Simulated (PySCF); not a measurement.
# CuFH₃N: field gradients at the nuclei

How much do the quadrupole couplings of CuFH₃N depend on the level of theory? Each job file holds the settings and the coordinates that a driver script hands to the program.

Program: PySCF 2.14.0, density-fitted response routines. Level of theory: the levels named in each step. These are calculated values, not measurements.

## 1. The starting structure

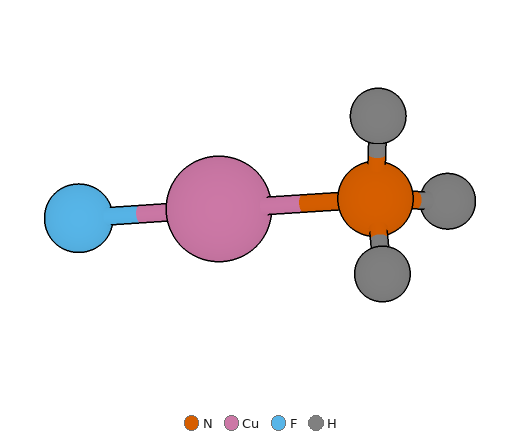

The starting structure, seen from a chosen angle (nitrogen orange, copper pink, fluorine blue, hydrogen grey).

As a file:

```xyz
6

N    -1.8823   -0.0523   -0.0498
Cu    0.0104    0.0001    0.0008
F     1.7050    0.0481    0.0437
H    -2.1759   -0.8752   -0.5682
H    -2.2234    0.7875   -0.5095
H    -2.2361   -0.0978    0.9021
```

## 2. Geometry, PBE0-D3(BJ)/def2-TZVP

Contents of job.txt:

```
{"job": {"xc": "PBE0", "basis": "def2-TZVP", "d3": "d3bj", "grid": 2, "kind": "geom"}, "charge": 0, "multiplicity": 1}
N     -1.882350    -0.052330    -0.049850
Cu     0.010400     0.000060     0.000760
F      1.705040     0.048130     0.043710
H     -2.175920    -0.875210    -0.568150
H     -2.223420     0.787550    -0.509520
H     -2.236100    -0.097750     0.902080
```

The program printed:

```text
step   0  E = -1796.64609213  max force = 0.030816
step   1  E = -1796.64818982  max force = 0.008354
step   2  E = -1796.64843950  max force = 0.001619
step   3  E = -1796.64844703  max force = 0.000567
step   4  E = -1796.64844765  max force = 0.000201
optimisation converged
```

Run time: 23 s. Hardware: 4 threads of Arm Neoverse N1, shared host; peak memory 0.48 GiB.

It ended at:

```xyz
6

N    -1.8785   -0.0537   -0.0510
Cu    0.0309    0.0024    0.0021
F     1.7906    0.0549    0.0513
H    -2.2113   -0.8649   -0.5628
H    -2.2605    0.7708   -0.5040
H    -2.2735   -0.0991    0.8833
```

## 3. Field gradients, PBE0/def2-TZVPP

Contents of job.txt:

```
{"job": {"kind": "efgt", "xc": "PBE0", "basis": "def2-TZVPP"}, "charge": 0, "multiplicity": 1}
N     -1.878528    -0.053662    -0.050954
Cu     0.030883     0.002422     0.002123
F      1.790611     0.054905     0.051300
H     -2.211337    -0.864949    -0.562799
H     -2.260500     0.770846    -0.503975
H     -2.273479    -0.099111     0.883335
```

The program printed:

```text
coarse grid: 25280 points
cycle   1  E = -1795.5248326775  dE =  6.552e-01  |g| = 3.559e+00  |ddm| = 2.033e+00
cycle   2  E = -1790.7774364566  dE =  4.747e+00  |g| = 7.608e+00  |ddm| = 6.285e+00
cycle   3  E = -1796.3288911127  dE = -5.551e+00  |g| = 1.740e+00  |ddm| = 5.663e+00
cycle   4  E = -1796.4972953667  dE = -1.684e-01  |g| = 9.935e-01  |ddm| = 1.041e+00
cycle   5  E = -1796.6511707485  dE = -1.539e-01  |g| = 4.840e-02  |ddm| = 4.899e-01
cycle   6  E = -1796.6515308577  dE = -3.601e-04  |g| = 5.449e-03  |ddm| = 3.739e-02
cycle   7  E = -1796.6515338078  dE = -2.950e-06  |g| = 3.240e-03  |ddm| = 5.659e-03
cycle   8  E = -1796.6515355752  dE = -1.767e-06  |g| = 1.091e-03  |ddm| = 2.170e-03
final grid: 78232 points
cycle   9  E = -1796.6515447159  dE =  4.764e-07  |g| = 2.645e-03  |ddm| = 1.925e-03
cycle  10  E = -1796.6515399542  dE =  4.762e-06  |g| = 8.029e-03  |ddm| = 3.536e-03
cycle  11  E = -1796.6515453241  dE = -5.370e-06  |g| = 7.125e-04  |ddm| = 2.690e-03
cycle  12  E = -1796.6515454055  dE = -8.137e-08  |g| = 6.615e-05  |ddm| = 3.044e-04
cycle  13  E = -1796.6515454061  dE = -6.021e-10  |g| = 1.660e-05  |ddm| = 3.676e-05
converged SCF energy = -1796.6515454061

Field-gradient tensors (au): xx yy zz xy xz yz
  0 N    -0.59921    0.29957    0.29964   -0.02611   -0.02478   -0.00072
  1 Cu   -0.64711    0.32351    0.32359   -0.02897   -0.02717   -0.00079
  2 F     1.05482   -0.52732   -0.52751    0.04741    0.04430    0.00133
  3 H    -0.14530    0.17759   -0.03229    0.14952    0.09400    0.22011
  4 H    -0.12576    0.18812   -0.06236   -0.17550    0.09489   -0.19781
  5 H    -0.12018   -0.17010    0.29028    0.00891   -0.20509   -0.02275
```

Run time: 6.6 s. Hardware: 4 threads of Arm Neoverse N1, shared host; peak memory 0.61 GiB.

## 4. Field gradients, PBE/def2-TZVPP

job.txt: that of step 3 with these lines changed.

```diff
@@ -1,2 +1,2 @@
-{"job": {"kind": "efgt", "xc": "PBE0", "basis": "def2-TZVPP"}, "charge": 0, "multiplicity": 1}
+{"job": {"kind": "efgt", "xc": "PBE", "basis": "def2-TZVPP"}, "charge": 0, "multiplicity": 1}
 N     -1.878528    -0.053662    -0.050954
```

The program printed:

```text
coarse grid: 25280 points
cycle   1  E = -1792.9533544495  dE =  3.253e+00  |g| = 6.185e+00  |ddm| = 2.887e+00
cycle   2  E = -1774.7067382502  dE =  1.825e+01  |g| = 1.231e+01  |ddm| = 1.632e+01
cycle   3  E = -1794.8737343970  dE = -2.017e+01  |g| = 4.009e+00  |ddm| = 1.566e+01
cycle   4  E = -1788.0000884879  dE =  6.874e+00  |g| = 4.824e+00  |ddm| = 1.258e+01
cycle   5  E = -1796.3688842055  dE = -8.369e+00  |g| = 1.201e+00  |ddm| = 1.250e+01
cycle   6  E = -1796.5224647485  dE = -1.536e-01  |g| = 9.079e-01  |ddm| = 1.455e+00
cycle   7  E = -1796.6352586589  dE = -1.128e-01  |g| = 4.315e-01  |ddm| = 4.378e-01
cycle   8  E = -1796.6571944125  dE = -2.194e-02  |g| = 7.918e-02  |ddm| = 3.500e-01
cycle   9  E = -1796.6582655520  dE = -1.071e-03  |g| = 2.756e-02  |ddm| = 6.772e-02
cycle  10  E = -1796.6583718405  dE = -1.063e-04  |g| = 7.690e-03  |ddm| = 1.435e-02
cycle  11  E = -1796.6583800520  dE = -8.211e-06  |g| = 1.918e-03  |ddm| = 5.376e-03
final grid: 78232 points
cycle  12  E = -1796.6583828939  dE =  6.792e-06  |g| = 9.032e-03  |ddm| = 4.841e-03
cycle  13  E = -1796.6582192669  dE =  1.636e-04  |g| = 4.402e-02  |ddm| = 2.170e-02
cycle  14  E = -1796.6583900739  dE = -1.708e-04  |g| = 5.710e-04  |ddm| = 1.803e-02
cycle  15  E = -1796.6583901134  dE = -3.950e-08  |g| = 2.636e-04  |ddm| = 4.188e-04
cycle  16  E = -1796.6583901249  dE = -1.153e-08  |g| = 2.997e-05  |ddm| = 1.604e-04
cycle  17  E = -1796.6583901251  dE = -1.396e-10  |g| = 7.879e-06  |ddm| = 1.733e-05
converged SCF energy = -1796.6583901251

Field-gradient tensors (au): xx yy zz xy xz yz
  0 N    -0.55911    0.27952    0.27958   -0.02435   -0.02312   -0.00067
  1 Cu   -0.31449    0.15723    0.15726   -0.01418   -0.01324   -0.00038
  2 F     1.15571   -0.57775   -0.57796    0.05196    0.04854    0.00145
  3 H    -0.14433    0.17724   -0.03292    0.14926    0.09385    0.22039
  4 H    -0.12483    0.18785   -0.06303   -0.17515    0.09478   -0.19808
  5 H    -0.11925   -0.17090    0.29015    0.00894   -0.20471   -0.02276
```

Wall time 8.2 s (4 threads of Arm Neoverse N1, shared host); peak memory 0.61 GiB.

## 5. Field gradients, B3LYP/def2-TZVPP

job.txt: that of step 4 with these lines changed.

```diff
@@ -1,2 +1,2 @@
-{"job": {"kind": "efgt", "xc": "PBE", "basis": "def2-TZVPP"}, "charge": 0, "multiplicity": 1}
+{"job": {"kind": "efgt", "xc": "B3LYP", "basis": "def2-TZVPP"}, "charge": 0, "multiplicity": 1}
 N     -1.878528    -0.053662    -0.050954
```

The program printed:

```text
coarse grid: 25280 points
cycle   1  E = -1795.6083085529  dE =  1.042e+00  |g| = 4.076e+00  |ddm| = 2.130e+00
cycle   2  E = -1787.9752994858  dE =  7.633e+00  |g| = 9.031e+00  |ddm| = 8.515e+00
cycle   3  E = -1796.4280173589  dE = -8.453e+00  |g| = 2.545e+00  |ddm| = 7.981e+00
cycle   4  E = -1796.7411702645  dE = -3.132e-01  |g| = 1.540e+00  |ddm| = 1.515e+00
cycle   5  E = -1797.1136360934  dE = -3.725e-01  |g| = 1.188e-01  |ddm| = 7.636e-01
cycle   6  E = -1797.1156931832  dE = -2.057e-03  |g| = 2.266e-02  |ddm| = 7.237e-02
cycle   7  E = -1797.1157555900  dE = -6.241e-05  |g| = 9.101e-03  |ddm| = 1.433e-02
cycle   8  E = -1797.1157689317  dE = -1.334e-05  |g| = 2.088e-03  |ddm| = 4.803e-03
cycle   9  E = -1797.1157695400  dE = -6.083e-07  |g| = 8.467e-04  |ddm| = 1.138e-03
final grid: 78232 points
cycle  10  E = -1797.1157763114  dE =  6.215e-07  |g| = 2.894e-03  |ddm| = 1.872e-03
cycle  11  E = -1797.1157684629  dE =  7.849e-06  |g| = 1.014e-02  |ddm| = 4.353e-03
cycle  12  E = -1797.1157770139  dE = -8.551e-06  |g| = 4.772e-04  |ddm| = 3.361e-03
cycle  13  E = -1797.1157770478  dE = -3.384e-08  |g| = 3.708e-05  |ddm| = 2.283e-04
cycle  14  E = -1797.1157770479  dE = -1.451e-10  |g| = 3.848e-06  |ddm| = 2.183e-05
converged SCF energy = -1797.1157770479

Field-gradient tensors (au): xx yy zz xy xz yz
  0 N    -0.61915    0.30954    0.30961   -0.02698   -0.02561   -0.00074
  1 Cu   -0.53227    0.26611    0.26617   -0.02386   -0.02236   -0.00065
  2 F     1.07032   -0.53507   -0.53526    0.04812    0.04496    0.00134
  3 H    -0.14328    0.17499   -0.03172    0.14710    0.09248    0.21679
  4 H    -0.12405    0.18539   -0.06133   -0.17269    0.09336   -0.19483
  5 H    -0.11856   -0.16744    0.28601    0.00876   -0.20181   -0.02240
```

Wall time 6.6 s (4 threads of Arm Neoverse N1, shared host); peak memory 0.61 GiB.

## 6. Field gradients, CAM-B3LYP/def2-TZVPP

job.txt: that of step 5 with these lines changed.

```diff
@@ -1,2 +1,2 @@
-{"job": {"kind": "efgt", "xc": "B3LYP", "basis": "def2-TZVPP"}, "charge": 0, "multiplicity": 1}
+{"job": {"kind": "efgt", "xc": "CAM-B3LYP", "basis": "def2-TZVPP"}, "charge": 0, "multiplicity": 1}
 N     -1.878528    -0.053662    -0.050954
```

The program printed:

```text
coarse grid: 25280 points
cycle   1  E = -1796.3722766081  dE =  2.330e-01  |g| = 2.963e+00  |ddm| = 1.929e+00
cycle   2  E = -1794.1740321662  dE =  2.198e+00  |g| = 5.854e+00  |ddm| = 3.526e+00
cycle   3  E = -1797.0829644331  dE = -2.909e+00  |g| = 6.097e-01  |ddm| = 2.697e+00
cycle   4  E = -1797.0934612711  dE = -1.050e-02  |g| = 4.599e-01  |ddm| = 4.084e-01
cycle   5  E = -1797.1212773019  dE = -2.782e-02  |g| = 4.370e-02  |ddm| = 1.823e-01
cycle   6  E = -1797.1215213090  dE = -2.440e-04  |g| = 7.901e-03  |ddm| = 3.303e-02
cycle   7  E = -1797.1215359279  dE = -1.462e-05  |g| = 4.919e-03  |ddm| = 8.548e-03
cycle   8  E = -1797.1215409595  dE = -5.032e-06  |g| = 1.033e-03  |ddm| = 6.440e-03
final grid: 78232 points
cycle   9  E = -1797.1215559975  dE =  4.667e-08  |g| = 2.209e-03  |ddm| = 1.591e-03
cycle  10  E = -1797.1215536648  dE =  2.333e-06  |g| = 6.061e-03  |ddm| = 2.418e-03
cycle  11  E = -1797.1215564204  dE = -2.756e-06  |g| = 1.502e-04  |ddm| = 1.667e-03
cycle  12  E = -1797.1215564267  dE = -6.301e-09  |g| = 1.077e-04  |ddm| = 1.793e-04
cycle  13  E = -1797.1215564305  dE = -3.810e-09  |g| = 4.071e-05  |ddm| = 2.277e-04
cycle  14  E = -1797.1215564308  dE = -2.879e-10  |g| = 1.188e-05  |ddm| = 5.386e-05
converged SCF energy = -1797.1215564308

Field-gradient tensors (au): xx yy zz xy xz yz
  0 N    -0.62530    0.31261    0.31269   -0.02725   -0.02587   -0.00075
  1 Cu   -0.64493    0.32243    0.32251   -0.02888   -0.02708   -0.00079
  2 F     1.00197   -0.50089   -0.50107    0.04504    0.04208    0.00126
  3 H    -0.14367    0.17556   -0.03189    0.14777    0.09290    0.21756
  4 H    -0.12436    0.18598   -0.06161   -0.17345    0.09378   -0.19552
  5 H    -0.11885   -0.16810    0.28695    0.00880   -0.20270   -0.02249
```

Run time: 8.1 s. Hardware: 4 threads of Arm Neoverse N1, shared host; peak memory 0.64 GiB.

## 7. Field gradients, HF/def2-TZVPP

job.txt: that of step 6 with these lines changed.

```diff
@@ -1,2 +1,2 @@
-{"job": {"kind": "efgt", "xc": "CAM-B3LYP", "basis": "def2-TZVPP"}, "charge": 0, "multiplicity": 1}
+{"job": {"kind": "efgt", "xc": "HF", "basis": "def2-TZVPP"}, "charge": 0, "multiplicity": 1}
 N     -1.878528    -0.053662    -0.050954
```

The program printed:

```text
final grid: 78232 points
cycle   1  E = -1794.5210468151  dE = -4.124e-01  |g| = 1.165e+00  |ddm| = 1.688e+00
cycle   2  E = -1794.5198247867  dE =  1.222e-03  |g| = 1.398e+00  |ddm| = 8.797e-01
cycle   3  E = -1794.6759689876  dE = -1.561e-01  |g| = 1.550e-01  |ddm| = 3.940e-01
cycle   4  E = -1794.6790265774  dE = -3.058e-03  |g| = 4.674e-02  |ddm| = 1.090e-01
cycle   5  E = -1794.6801100494  dE = -1.083e-03  |g| = 2.581e-02  |ddm| = 1.030e-01
cycle   6  E = -1794.6805087302  dE = -3.987e-04  |g| = 1.075e-02  |ddm| = 8.223e-02
cycle   7  E = -1794.6805891101  dE = -8.038e-05  |g| = 4.064e-03  |ddm| = 3.413e-02
cycle   8  E = -1794.6806019830  dE = -1.287e-05  |g| = 1.493e-03  |ddm| = 1.086e-02
cycle   9  E = -1794.6806039139  dE = -1.931e-06  |g| = 3.476e-04  |ddm| = 3.900e-03
cycle  10  E = -1794.6806040121  dE = -9.818e-08  |g| = 7.669e-05  |ddm| = 9.401e-04
cycle  11  E = -1794.6806040147  dE = -2.629e-09  |g| = 2.789e-05  |ddm| = 1.170e-04
cycle  12  E = -1794.6806040150  dE = -2.697e-10  |g| = 8.052e-06  |ddm| = 8.269e-05
converged SCF energy = -1794.6806040150

Field-gradient tensors (au): xx yy zz xy xz yz
  0 N    -0.74213    0.37102    0.37112   -0.03236   -0.03072   -0.00090
  1 Cu   -1.52391    0.76185    0.76206   -0.06798   -0.06389   -0.00188
  2 F     0.73979   -0.36983   -0.36996    0.03323    0.03106    0.00093
  3 H    -0.14855    0.17904   -0.03049    0.15017    0.09436    0.21975
  4 H    -0.12892    0.18942   -0.06051   -0.17644    0.09516   -0.19747
  5 H    -0.12331   -0.16808    0.29139    0.00879   -0.20611   -0.02275
```

Run time: 2.3 s. Hardware: 4 threads of Arm Neoverse N1, shared host; peak memory 0.64 GiB.

## 8. Comparison

Largest principal value Vzz, in atomic units:

```csv
atom,PBE0/def2-TZVPP,PBE/def2-TZVPP,B3LYP/def2-TZVPP,CAM-B3LYP/def2-TZVPP,HF/def2-TZVPP
N1,-0.6007,-0.5605,-0.6206,-0.6268,-0.7439
Cu2,-0.6487,-0.3153,-0.5336,-0.6466,-1.5277
F3,1.0575,1.1586,1.0730,1.0045,0.7417
H4,0.3763,0.3761,0.3706,0.3719,0.3775
H5,0.3763,0.3760,0.3705,0.3719,0.3775
H6,0.3763,0.3760,0.3705,0.3719,0.3775
CPU time,8.2 s,18 s,8.3 s,10 s,3 s
```

Couplings eQVzz/h in MHz (234.9647 × Q in barn × Vzz), with Q = 0.02044 (14N), -0.22 (63Cu), 0.00285783 (2H):

```csv
nucleus,PBE0/def2-TZVPP,PBE/def2-TZVPP,B3LYP/def2-TZVPP,CAM-B3LYP/def2-TZVPP,HF/def2-TZVPP
14N (atom 1),-2.885,-2.692,-2.981,-3.010,-3.573
63Cu (atom 2),33.534,16.298,27.584,33.422,78.971
2H (atom 4),0.253,0.253,0.249,0.250,0.253
2H (atom 5),0.253,0.253,0.249,0.250,0.253
2H (atom 6),0.253,0.253,0.249,0.250,0.253
```

## 9. Outcome

| quantity | value |
| --- | --- |
| coupling of 14N (atom 1), PBE0/def2-TZVPP | -2.885 MHz |
| coupling of 63Cu (atom 2), PBE0/def2-TZVPP | 33.534 MHz |
| coupling of 2H (atom 4), PBE0/def2-TZVPP | 0.253 MHz |
| coupling of 2H (atom 5), PBE0/def2-TZVPP | 0.253 MHz |
| coupling of 2H (atom 6), PBE0/def2-TZVPP | 0.253 MHz |

In words: The largest coupling, that of 63Cu, runs from 16.298 (PBE/def2-TZVPP) to 78.971 MHz (HF/def2-TZVPP). The gradients are non-relativistic, at the equilibrium geometry and in principal axes; measured couplings hold vibrational averaging and refer to the inertial axes. The def2 sets are stiff near the nuclei, which limits their accuracy.
